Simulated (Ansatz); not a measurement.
# AlF₂ radical: an energy map over two coordinates

A grid of calculations on AlF2, SMILES [F][Al][F], spin multiplicity 2, to see where the energy is lowest and how it rises around there.

The runs use Ansatz 0.2.0; UKS r2SCAN0-D4/def2-TZVP.

**1. The system as given**

3 atoms, charge 0, spin multiplicity 2.

Atoms are counted from 1 here; the program's logs count them from 0.

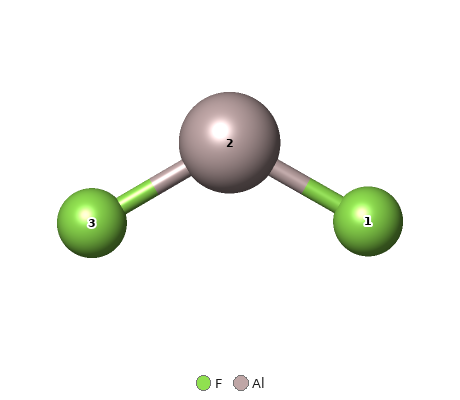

Start geometry, drawn with fluorine green, aluminium light grey; atoms are numbered from 1 in the order of the file.

Geometry (Å):

```xyz
3
charge 0, multiplicity 2
F     0.5463   -1.3888    0.1405
Al    0.3937    0.2792    0.2484
F    -0.9509    1.0448   -0.4021
```

**3. Setting up the map**

- angle F1–Al2–F3 (carried through 180): 9 values from 100.8 to 259.2 °
- change of the bonds Al2–F1, Al2–F3, all alike: 9 values from −0.180 to 0.278 Å

Nothing else is relaxed (all other coordinates rigid). Energies count from the relaxed molecule at the same level. Points are written as (first, second).

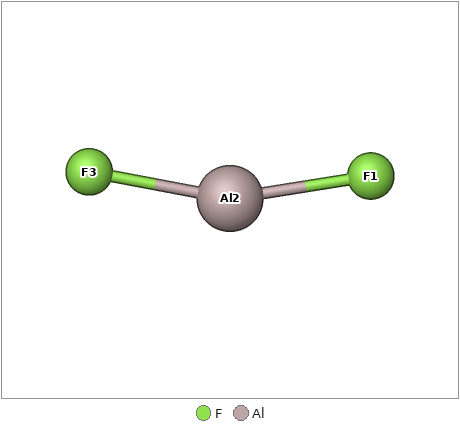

The geometry at (199.8°, −0.123 Å).

(The set-up runs are not shown.)

**4. The run at (199.8°, −0.123 Å)**

Input file input.yaml:

```yaml
crystal:
  periodic: [false, false, false]
  atoms:
    - { symbol: F, position_ang: [1.344063, -0.830725, 0.642871] }
    - { symbol: Al, position_ang: [0.391135, 0.277269, 0.246803] }
    - { symbol: F, position_ang: [-0.191606, 1.665517, 0.086297] }
magnetization:
  spin_polarized: true
  initial_magnetization: 1
basis:
  gaussian: { orbitals: def2-TZVP }
hamiltonian:
  xc: { name: r2SCAN0 }
  dispersion: d4
output:
  forces: true
```

Command:

```bash
$ ansatz run input.yaml --threads 1 --pin off --max-ram 2560MiB --backend cpu --events-out ev --progress --plain --runs-dir out
```

Further runs follow: all other points of the grid.

What does the calculation give? Wanted: lowest point; highest computed point; dipole moment; largest force on an atom.

**Answer**, as computed:

| quantity | value |
| --- | --- |
| lowest point | (120.6°, −0.008 Å), 0.08 kcal/mol |
| highest computed point | (180.0°, −0.180 Å), 49.9 kcal/mol above the lowest |
| dipole moment (D) | 0.00 at (180.0°, −0.180 Å) to 4.54 at (100.8°, 0.278 Å); 1.70 at the lowest point |
| largest force on an atom (eV/Å) | 0.3 at (120.6°, −0.008 Å) to 10.5 at (100.8°, −0.180 Å); 0.3 at the lowest point |
| time for the whole task | 7.9 min on 1 thread, shared host |

What this shows: The lowest computed point is at (120.6°, −0.008 Å), 0.08 kcal/mol from the relaxed molecule at the same level; the map holds 2 wells of about this depth. The grid is coarse, so the true minimum lies between grid points and may sit elsewhere than the lowest one. No other kind of well shows on this grid. The highest computed point, (180.0°, −0.180 Å), lies 49.9 kcal/mol above the lowest. On the interpolated surface the easiest way out of the lowest well to a well of the same energy at (239.4°, −0.008 Å) passes a barrier of about 17 kcal/mol. Round the minimum the two coordinates are nearly uncoupled.
